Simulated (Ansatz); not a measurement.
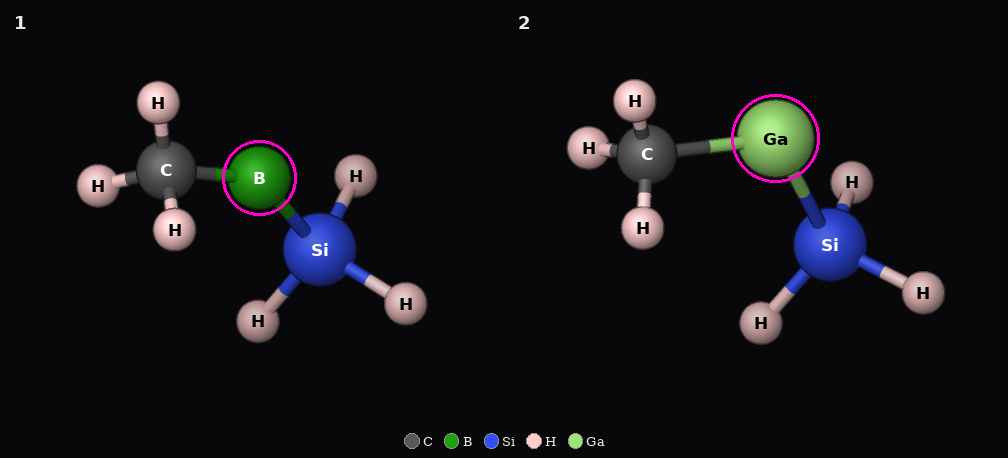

2 molecules with one skeleton, seen from the same side and at one scale; the atom that differs is circled. Charge 0, doublet. Computed geometries: PBE0-D4/def2-TZVP optimisations, one conformation each. Properties computed with Ansatz 0.2.0.

One atom differs, called X below: B in panel 1, Ga in panel 2. Their formulas are CH6BSi (`C[B][SiH3]`), CH6GaSi (`[CH3][Ga][SiH3]`).

Question: In which is the angle C–X–Si larger (PBE0-D4/def2-TZVP)?

Answer: In panel 1 (X = B).

Question: In which is the length of X–C larger (PBE0-D4/def2-TZVP)?

Answer: In panel 2 (X = Ga).

Give the values. With PBE0-D4/def2-TZVP: length of X–C (Å), length of X–Si (Å), angle C–X–Si (°), harmonic zero-point energy (kJ/mol). With r2SCAN-D4/def2-TZVPP: dipole moment (D).

```json
{"quantity": "length of X–C (Å)", "1 (B)": "1.531", "2 (Ga)": "1.991", "2 − 1": "+0.460"}
{"quantity": "length of X–Si (Å)", "1 (B)": "1.979", "2 (Ga)": "2.454", "2 − 1": "+0.475"}
{"quantity": "angle C–X–Si (°)", "1 (B)": "143.4", "2 (Ga)": "122.9", "2 − 1": "−20.5"}
{"quantity": "dipole moment (D)", "1 (B)": "1.55", "2 (Ga)": "1.08", "2 − 1": "−0.47"}
{"quantity": "harmonic zero-point energy (kJ/mol)", "1 (B)": "162.8", "2 (Ga)": "154.4", "2 − 1": "−8.4"}
```
